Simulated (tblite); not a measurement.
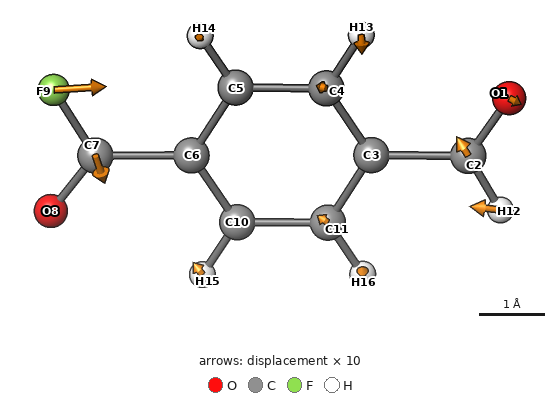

A relaxation of C8H5FO2. The starting structure is drawn; orange arrows show the displacements, magnified 10 times. The two geometries are superimposed by the best rigid fit.

A ball-and-stick model, seen at a tilt.

Theory: GFN2-xTB geometry optimisation, gas phase (tblite). 

Q: Atoms of which element are displaced furthest, and by how much?

A: Fluorine: up to 0.083 Å, against 0.057 Å for carbon.

Q: What did the optimiser do to the structure, and how much energy did it gain?

A: Over 22 geometry steps the energy falls by 14.8 kJ/mol. The largest move after the best rigid fit is that of F9, 0.083 Å. By element the largest moves are F 0.083 Å, C 0.057 Å, H 0.050 Å, O 0.022 Å. Some distances before and after: C7–O8 1.219 → 1.184 Å, C7–F9 1.340 → 1.366 Å, C10–C11 1.397 → 1.379 Å, C2–C3 1.493 → 1.475 Å. Bond angles that change, for instance: C6–C7–F9 118.3° → 112.2°, C6–C7–O8 124.6° → 128.8°, O1–C2–C3 121.4° → 124.9°. The run took 0.16 s on 1 thread of Arm Neoverse V1, on a shared host.
